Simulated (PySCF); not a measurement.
# C₃H₁₀S₂Si: electronic excitations

Wanted: the electronic excitations of C₃H₁₀S₂Si (`CC[Si@@H](S)SC`), by calculation.

Programs: PySCF 2.14.0, with density-fitted response routines of our own. Each step states its level of theory. These are calculated values for one molecule in the gas phase, unless marked as measured. Atoms count from 0, in the outputs and in this text.

## 1. The molecule as given

16 atoms, charge 0, multiplicity 1; geometry from: GFN2-xTB.

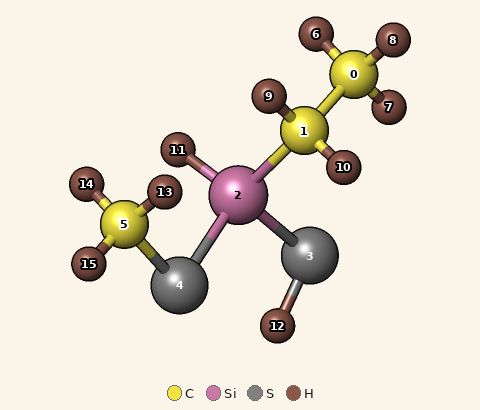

The starting geometry (carbon yellow, silicon pink, sulfur grey, hydrogen brown), atoms numbered.

## 2. TDDFT and polarisability: wB97X-D/def2-SVPD

The job: settings as JSON, then the geometry in Å.

```
{"job": {"kind": "uv", "xc": "wB97X-D", "basis": "def2-SVPD", "nstates": 8, "ntriplets": 3}, "charge": 0, "multiplicity": 1}
C     -2.347418    -0.653985    -0.101979
C     -0.959394    -0.542479     0.520372
Si     0.116505     0.738945    -0.378510
S     -0.931201     2.613305    -0.416247
S      1.981059     1.115410     0.626311
C      2.698381    -0.551824     0.586362
H     -2.280928    -0.998158    -1.131399
H     -2.841893     0.314493    -0.100468
H     -2.963765    -1.356031     0.455735
H     -0.477998    -1.522297     0.499516
H     -1.061994    -0.264184     1.572795
H      0.422595     0.340533    -1.751458
H      0.093412     3.371390    -0.065019
H      2.086907    -1.227469     1.174891
H      2.769106    -0.893606    -0.440895
H      3.689027    -0.475098     1.021569
```

Level: TDDFT wB97X-D/def2-SVPD, vertical, gas phase, core orbitals frozen in the response.

Launch:

```sh
OMP_NUM_THREADS=1 python probes_run.py task.json out
```

The driver reads the jobs from task.json and runs them one after another.

What will the session give for the following? lowest singlet (wB97X-D/def2-SVPD); brightest single state of those computed; lowest triplet; surface potential, least and greatest. Wanted: lowest singlet; brightest single state of those computed; lowest triplet; surface potential, least and greatest.

**Answer**, as computed:

| quantity | value |
| --- | --- |
| lowest singlet (wB97X-D/def2-SVPD) | 5.58 eV (222 nm), f = 0.003 |
| brightest single state of those computed | state 5, 6.69 eV, f = 0.031 |
| lowest triplet | 5.28 eV |
| surface potential, least and greatest | -0.94 V and 1.11 V |

In words: The lowest singlet, at 5.58 eV, is HOMO→LUMO 0.79 and is weak; of the 8 states computed, the strongest absorption comes from state 5 at 6.69 eV. The lowest triplet lies 0.30 eV below the lowest singlet (triplets in Tamm-Dancoff, singlets in full TDDFT).
